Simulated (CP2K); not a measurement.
**AM1 run of Si2H5Cl (SMILES [SiH3][SiH2]Cl)**

What is the energy difference between two shapes of Si2H5Cl at AM1? 

Program for the calculation: CP2K 2026.2.

2 further runs of the same task are left out: 2 set aside as unsound or not needed.

## Step 1: The system as given

The species is Si2H5Cl (8 atoms), meant as a singlet with charge 0. As SMILES, `[SiH3][SiH2]Cl`. The shape is that of a PBE0-D4/def2-TZVP optimisation.

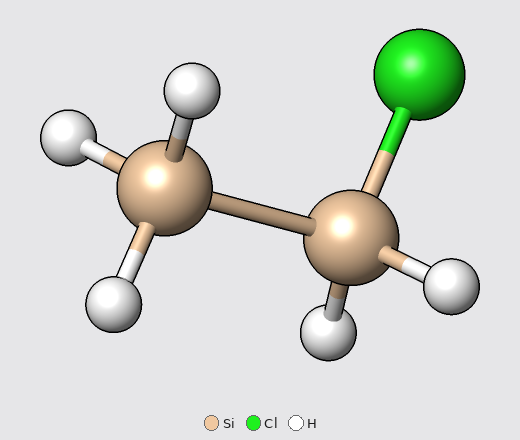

The structure, seen from a chosen angle (silicon light orange, chlorine green, hydrogen white).

## Step 2: Energy and forces at AM1

molecule.xyz reads:

```xyz
8

Si    -0.706500     0.881800    -0.390300
Si     0.573400    -0.938800     0.325900
Cl     2.431600    -0.252900     0.908000
H     -2.053000     0.410100    -0.813000
H     -0.034300     1.540700    -1.540000
H     -0.854500     1.855700     0.722100
H     -0.041800    -1.622800     1.491400
H      0.777200    -1.930900    -0.759900
```

calc.inp reads:

```
&FORCE_EVAL
    METHOD QS
    &DFT
        # Quickstep
        &QS
            METHOD AM1
            EPS_DEFAULT 1.0E-10
            &SE
                &COULOMB
                    CUTOFF [angstrom] 50
                    RC_RANGE [angstrom] 0
                &END
                &EXCHANGE
                    CUTOFF [angstrom] 50
                    RC_RANGE [angstrom] 0
                &END
            &END
        &END
        # isolated system
        &POISSON
            PERIODIC NONE
            POISSON_SOLVER ANALYTIC
        &END
        # SCF settings
        &SCF
            SCF_GUESS ATOMIC
            EPS_SCF 1.0E-06
            MAX_SCF 80
            ADDED_MOS 4
            &DIAGONALIZATION
                ALGORITHM STANDARD
            &END
            &MIXING
                METHOD DIRECT_P_MIXING
                ALPHA 0.4
            &END
        &END
        # extra output
        &PRINT
            &MOMENTS
                PERIODIC F
                REFERENCE COM
                MAX_MOMENT 1
            &END
            &MO ON
                ENERGIES T
                OCCUPATION_NUMBERS T
                NDIGITS 6
                &EACH
                    QS_SCF 0
                &END
                ADD_LAST NUMERIC
            &END
            &HIRSHFELD OFF
            &END
        &END
    &END
    &SUBSYS
        # vacuum box
        &CELL
            ABC 16.5 15.8 15
            PERIODIC NONE
        &END
        &TOPOLOGY
            COORD_FILE_NAME molecule.xyz
            COORD_FILE_FORMAT XYZ
            &CENTER_COORDINATES
            &END
        &END
    &END
    # extra output
    &PRINT
        &FORCES ON
        &END
    &END
&END

&GLOBAL
    PROJECT_NAME calc
    RUN_TYPE ENERGY_FORCE
    PRINT_LEVEL MEDIUM
&END
```

Command:

```
$ OMP_NUM_THREADS=1 cp2k.psmp -i calc.inp > calc.out 2>&1
```

Standard output:

```text
CP2K| version string:                                       CP2K version 2026.2
[...]
 GLOBAL| Method name                                                        CP2K
[...]
 GLOBAL| Run type                                                   ENERGY_FORCE
[...]
                             - Atoms:                                          8
[...]
                             - Spherical basis functions:                     17
[...]
 Number of electrons:                                                         20
[...]
     1 P_Mix/Diag. 0.40E+00    0.0     0.77876451       -19.5559863867 -1.96E+01
[...]
    18 DIIS/Diag.  0.31E-06    0.0     0.00000099       -22.4293391626 -4.88E-12
  *** SCF run converged in    18 steps ***
  Core-core repulsion energy [eV]:                            780.79144316186125
  Core Hamiltonian energy [eV]:                              -946.89254750335044
  Two-electron integral energy [eV]:                         -888.46450652306669
  Electronic energy [eV]:                                   -1391.12480076488373
  Total energy [eV]:                                         -610.33335760302271
  Atomic reference energy [eV]:                               609.13842695487915
  Heat of formation [kcal/mol]:                               -27.55575755055317
[...]
 SE_DIPOLE| Moment [Debye]          1.50048607       0.43767859       0.48525437
 SE_DIPOLE| Derivative [a.u.]       0.00000000       0.00000000       0.00000000
 ENERGY| Total FORCE_EVAL ( QS ) energy [hartree]            -22.429339162623663
 FORCES| Atomic forces [hartree/bohr]
 FORCES|   Atom     x               y               z               |f|
 FORCES|      1 -1.46803520E-02  1.59957069E-02 -7.55145691E-03   2.29869501E-02
 FORCES|      2  1.06130512E-02 -1.91400975E-02  6.48335043E-03   2.28257315E-02
 FORCES|      3  2.78577150E-03  1.09608866E-03  8.65194594E-04   3.11616669E-03
 FORCES|      4  6.56258506E-03  2.57036638E-03  2.02702988E-03   7.33370003E-03
 FORCES|      5 -2.91153526E-03 -3.17904826E-03  5.33931079E-03   6.86233379E-03
 FORCES|      6  8.41341907E-04 -4.63333735E-03 -5.00211992E-03   6.86999817E-03
 FORCES|      7  1.20115733E-04  2.99913643E-03 -5.83384613E-03   6.56071702E-03
 FORCES|      8 -3.33097816E-03  4.29118470E-03  3.67253727E-03   6.55722591E-03
 FORCES| Sum     3.26128013E-16  1.80411242E-16 -3.33066907E-16
 FORCES| Total atomic force                                       4.99841237E-16
[...]
```

Run time: 1 s. Hardware: 1 thread of Intel Xeon Platinum 8375C at 2.90GHz (Ice Lake), shared host; peak memory 0.19 GiB.

## Step 3: The distorted shape

molecule.xyz reads:

```xyz
8

Si    -0.675434     0.958734    -0.249085
Si     0.554999    -0.889162     0.212792
Cl     2.414611    -0.203146     0.934899
H     -2.001067     0.500683    -0.749020
H     -0.009694     1.520316    -1.530868
H     -0.870379     1.974504     0.643244
H      0.158311    -1.720115     1.547002
H      0.922548    -1.802139    -0.749215
```

gas.inp reads:

```
&GLOBAL
  PROJECT gas
  RUN_TYPE ENERGY_FORCE
  PRINT_LEVEL MEDIUM
&END GLOBAL

&FORCE_EVAL
  METHOD QS
  &DFT
    &QS
      METHOD AM1
      EPS_DEFAULT 1.0E-10
      &SE
        &COULOMB
          CUTOFF [angstrom] 50
          RC_RANGE [angstrom] 0
        &END COULOMB
        &EXCHANGE
          CUTOFF [angstrom] 50
          RC_RANGE [angstrom] 0
        &END EXCHANGE
      &END SE
    &END QS
    &POISSON
      PERIODIC NONE
      POISSON_SOLVER ANALYTIC
    &END POISSON
    &SCF
      SCF_GUESS ATOMIC
      EPS_SCF 1.0E-06
      MAX_SCF 80
      ADDED_MOS 4
      &DIAGONALIZATION
        ALGORITHM STANDARD
      &END DIAGONALIZATION
      &MIXING
        METHOD DIRECT_P_MIXING
        ALPHA 0.4
      &END MIXING
    &END SCF
    &PRINT
      &MOMENTS
        PERIODIC F
        REFERENCE COM
        MAX_MOMENT 1
      &END MOMENTS
      &MO ON
        ENERGIES T
        OCCUPATION_NUMBERS T
        NDIGITS 6
        &EACH
          QS_SCF 0
        &END EACH
        ADD_LAST NUMERIC
      &END MO
      &HIRSHFELD OFF
      &END HIRSHFELD
    &END PRINT
  &END DFT
  &SUBSYS
    &CELL
      ABC 16.4 15.8 15.1
      PERIODIC NONE
    &END CELL
    &TOPOLOGY
      COORD_FILE_NAME molecule.xyz
      COORD_FILE_FORMAT XYZ
      &CENTER_COORDINATES
      &END CENTER_COORDINATES
    &END TOPOLOGY
  &END SUBSYS
  &PRINT
    &FORCES ON
    &END FORCES
  &END PRINT
&END FORCE_EVAL
```

Command:

```
$ OMP_NUM_THREADS=1 cp2k.psmp -i gas.inp > gas.out 2>&1
```

Standard output:

```text
CP2K| version string:                                       CP2K version 2026.2
[...]
 GLOBAL| Method name                                                        CP2K
[...]
 GLOBAL| Run type                                                   ENERGY_FORCE
[...]
                             - Atoms:                                          8
[...]
                             - Spherical basis functions:                     17
[...]
 Number of electrons:                                                         20
[...]
     1 P_Mix/Diag. 0.40E+00    0.0     0.78363127       -19.5353579196 -1.95E+01
[...]
    19 DIIS/Diag.  0.20E-06    0.0     0.00000075       -22.4044563534 -9.17E-13
  *** SCF run converged in    19 steps ***
  Core-core repulsion energy [eV]:                            785.65544071702277
  Core Hamiltonian energy [eV]:                              -947.58873562503106
  Two-electron integral energy [eV]:                         -895.44593404525358
  Electronic energy [eV]:                                   -1395.31170264765797
  Total energy [eV]:                                         -609.65626193063520
  Atomic reference energy [eV]:                               609.13842695487915
  Heat of formation [kcal/mol]:                               -11.94155917357980
[...]
 SE_DIPOLE| Moment [Debye]          1.92282534       0.41421996       0.72069910
 SE_DIPOLE| Derivative [a.u.]       0.00000000       0.00000000       0.00000000
 ENERGY| Total FORCE_EVAL ( QS ) energy [hartree]            -22.404456353429879
 FORCES| Atomic forces [hartree/bohr]
 FORCES|   Atom     x               y               z               |f|
 FORCES|      1 -1.04281436E-02 -4.67418357E-03 -6.32283688E-02   6.42527882E-02
 FORCES|      2  1.32008830E-02 -1.71249384E-02  7.49515415E-02   7.80080791E-02
 FORCES|      3  2.41996506E-03  3.80993851E-03 -1.36848167E-03   4.71641860E-03
 FORCES|      4  4.10807691E-03  1.42027271E-03  3.45709772E-03   5.55382707E-03
 FORCES|      5 -8.44321941E-03 -7.04985618E-03  2.01920856E-02   2.29936675E-02
 FORCES|      6 -2.28499275E-03  2.65256295E-02  2.89154626E-02   3.93056508E-02
 FORCES|      7  9.05364093E-04  1.87457446E-02 -3.45231919E-02   3.92946995E-02
 FORCES|      8  5.22066634E-04 -2.16526071E-02 -2.83961450E-02   3.57134288E-02
 FORCES| Sum     1.71737624E-16 -1.35308431E-16  3.05311332E-16
 FORCES| Total atomic force                                       3.75522559E-16
[...]
```

It took 0.89 s on 1 thread of Intel Xeon Platinum 8375C at 2.90GHz (Ice Lake), shared host; peak memory 0.19 GiB.

## Step 4: What came out

At AM1:

| quantity | value |
| --- | --- |
| first shape: total energy | -22.42934 Eh |
| first shape: dipole moment | 1.64 D |
| first shape: HOMO energy | -10.59 eV |
| first shape: LUMO energy | -1.36 eV |
| first shape: HOMO–LUMO gap | 9.23 eV |
| first shape: heat of formation at this unrelaxed shape | -27.6 kcal/mol |
| first shape: largest force on an atom | 1.182 eV/Å |
| distorted shape: total energy | -22.40446 Eh |
| distorted shape: dipole moment | 2.09 D |
| distorted shape: HOMO energy | -10.75 eV |
| distorted shape: LUMO energy | -1.40 eV |
| distorted shape: HOMO–LUMO gap | 9.35 eV |
| distorted shape: heat of formation at this unrelaxed shape | -11.9 kcal/mol |
| distorted shape: largest force on an atom | 4.011 eV/Å |
| energy change with the atoms displaced | 0.677 eV |

What this shows: With the atoms displaced the energy rises by 0.68 eV (65.3 kJ/mol). The first shape isn't relaxed at this level, so the change isn't measured from a minimum. The largest force (first shape) is 1.18 eV/Å: the shape isn't a stationary point for this species at this level.
